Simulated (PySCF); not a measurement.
# C₈H₆NO (SMILES [H]/N=C\c1cccc([C]=O)c1) (doublet): what the fields show

```xyz
16

N    -3.2641   -0.5774    0.1753
C    -2.1041   -1.0209   -0.0220
C    -0.8199   -0.3036   -0.0094
C    -0.7596    1.0931    0.1317
C     0.4735    1.7391    0.1385
C     1.6461    1.0455    0.0182
C     1.6174   -0.3848   -0.1223
C     2.7438   -1.0923   -0.2363
O     3.7260   -1.7137   -0.3374
C     0.3403   -1.0337   -0.1380
H    -3.3220    0.4212    0.3721
H    -2.0343   -2.0870   -0.2268
H    -1.6657    1.6711    0.2258
H     0.5067    2.8135    0.2412
H     2.6006    1.5459    0.0249
H     0.3077   -2.1071   -0.2471
```

Geometry: GFN2-xTB.

The calculation used PySCF 2.14.0, density-fitted response routines, UKS B3LYP, pcH-1 on C H N O, non-relativistic, mean-field spin-orbit, GIAO.

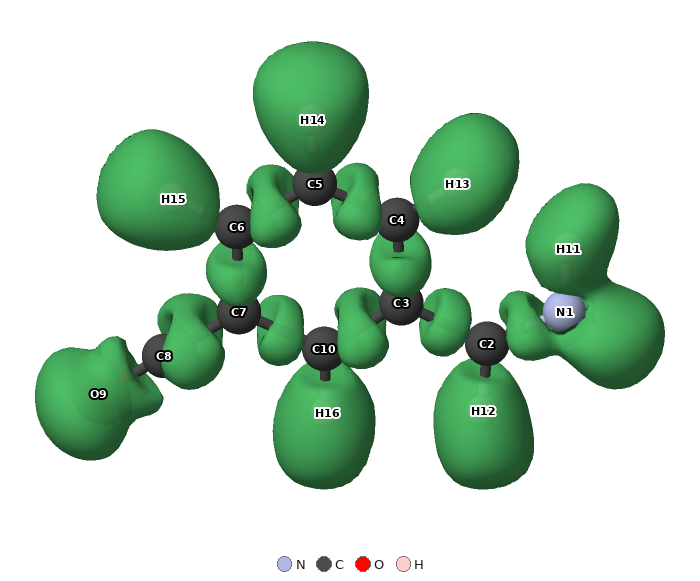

Figure 1. Isosurface of the ELF at 0.75 (green), seen at a tilt. Only the valence region is drawn (cores and ρ < 0.01 e/Å³ removed).

**Describe the localisation domains.**

The surface consists of eight regions between bonded C–C atoms (shared pairs), five regions around hydrogen nuclei, one region on O in which the atom's valence shell and bonds are merged and one joined region spread over several atoms (H, N), in which their bonds and any lone pairs are merged. Profiles from the grid: C–O (1.17 Å): the ELF peaks at about 0.85 between the atoms: a short, multiple covalent bond. C–N (1.26 Å): the ELF peaks at about 0.90 between the atoms; a multiple bond.

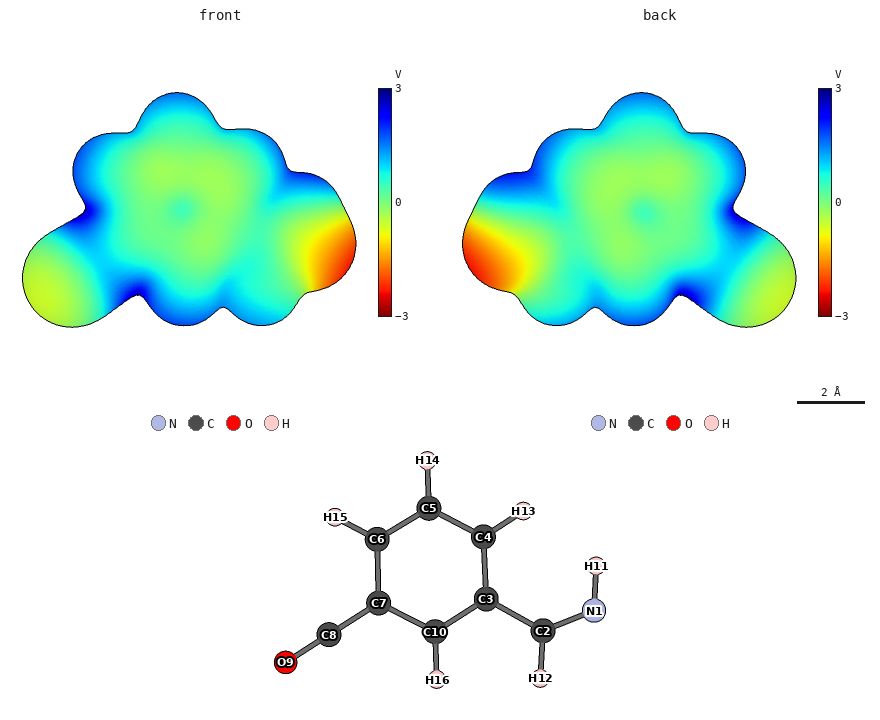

Figure 2. The molecular electrostatic potential painted on the density surface at 0.004 e/bohr³, seen from the front and from behind; red is negative and blue positive. The bare structure is drawn below in the same view.

**Which sites attract a positive test charge, and which a negative one?**

A positive charge is drawn to the negative regions and a negative charge to the positive ones. The most negative region (about −2.3 V) lies over N1, the most positive (about +2.6 V) over C8. N1 is the likeliest acceptor of a hydrogen bond.

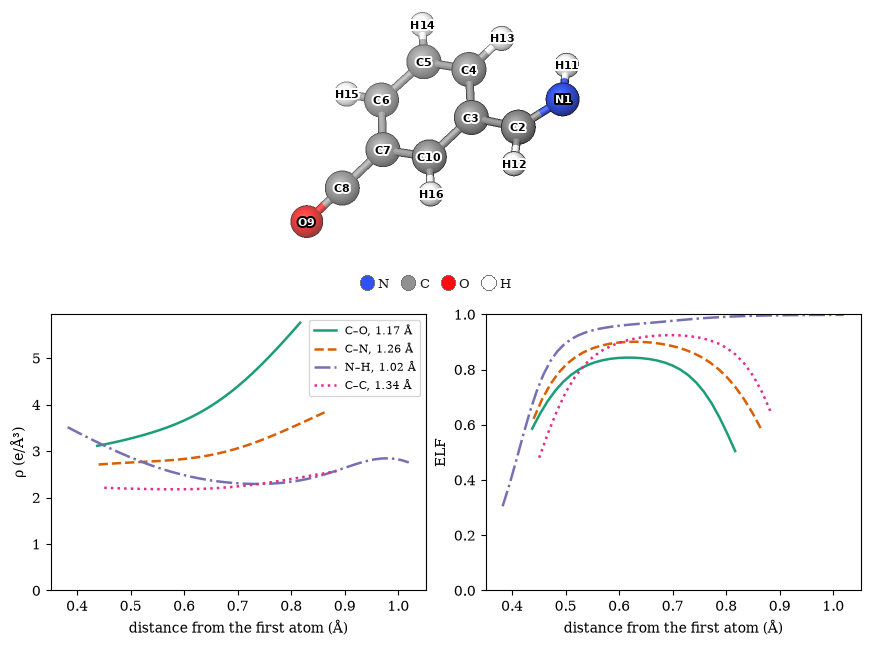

Figure 3. Total electron density and electron localisation function along straight lines between neighbouring atoms. The curves leave out the atomic cores. The structure is drawn too.

**Compare the contacts.**

C–O (1.17 Å): ρ is about 3.6 e/Å³ halfway; the ELF peaks at about 0.85 between the atoms (a short, multiple covalent bond).
C–N (1.26 Å): ρ at the midpoint is about 2.9 e/Å³; the ELF peaks at about 0.90 between the atoms: a multiple bond.
N–H (1.02 Å): ρ is about 2.8 e/Å³ halfway; the ELF climbs to about 1 towards the hydrogen, as it does in any bond to H (an ordinary covalent bond to hydrogen).
C–C (1.34 Å): ρ at the midpoint is about 2.2 e/Å³; the ELF peaks at about 0.90 between the atoms (a multiple bond).
